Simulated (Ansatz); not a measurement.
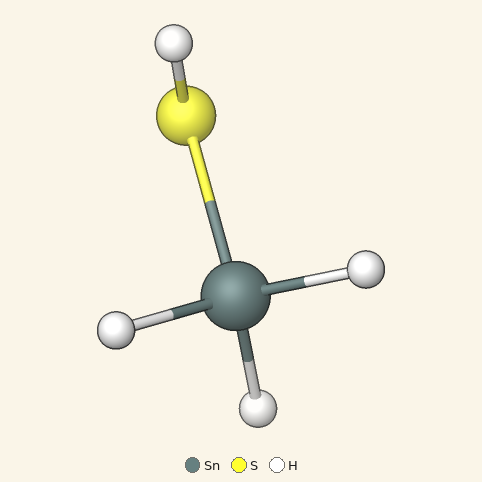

Rendered structure (ball-and-stick style).

The computed structure is the end point of a PBE0-D4/def2-TZVP optimisation.

Identify the structure.

Formula H₄SSn. The point group is Cs. Coordination: 1 Sn tetrahedral; 1 S bent.

The parts below concern this one geometry. Atoms keep their numbers from picture to picture.

**Electronic properties**

Method: RKS PBE0-D4/def2-TZVPP, core potentials on Sn (Ansatz 0.2.0).

Predict the main results.

- HOMO energy (Kohn–Sham orbital): −7.27 eV
- LUMO energy (Kohn–Sham orbital): −0.59 eV
- HOMO–LUMO gap: 6.67 eV

**Vibrations**

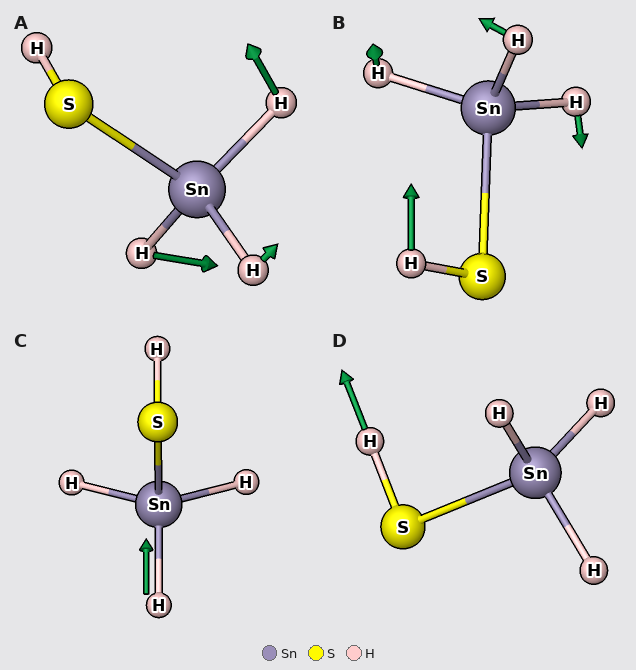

4 normal modes of one molecule or complex, as arrows. Harmonic vibrations computed with RKS PBE0-D4/def2-TZVP, core potentials on Sn (Ansatz 0.2.0) at a stationary point of the same level.

> Match the panels to the wavenumbers 468 cm⁻¹, 732 cm⁻¹, 1973 cm⁻¹, 2714 cm⁻¹.

A: 468 cm⁻¹, H–Sn–S bending
B: 732 cm⁻¹, angle bending
C: 1973 cm⁻¹, Sn–H stretching
D: 2714 cm⁻¹, S–H stretching

**Dipole moment**

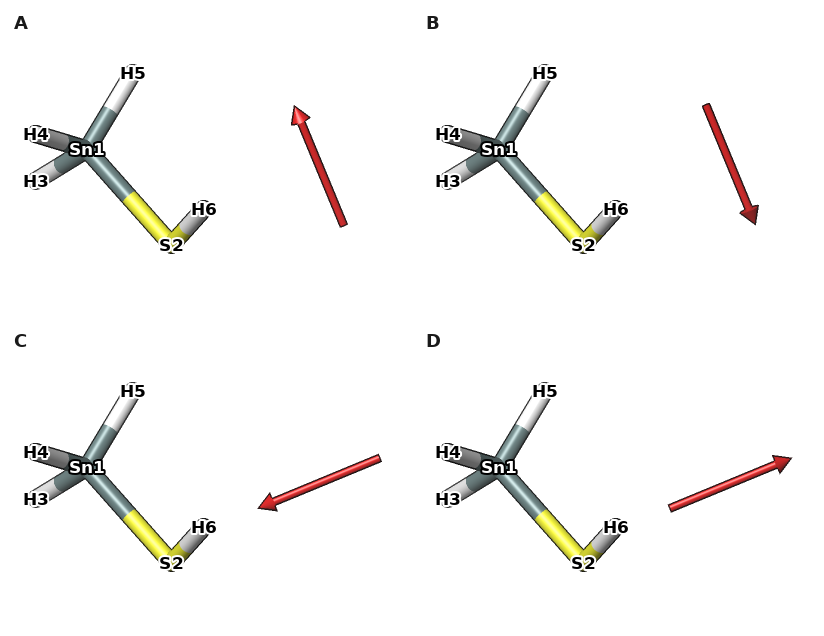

The same molecule four times, each with an arrow. Method: RKS PBE0-D4/def2-TZVP, core potentials on Sn (Ansatz 0.2.0).

> Which arrow points along the dipole moment, from the negative to the positive end?

A. The dipole moment is 1.53 D; it points from the side of S2 to the side of H4, H5 (the outermost atoms at the two ends).
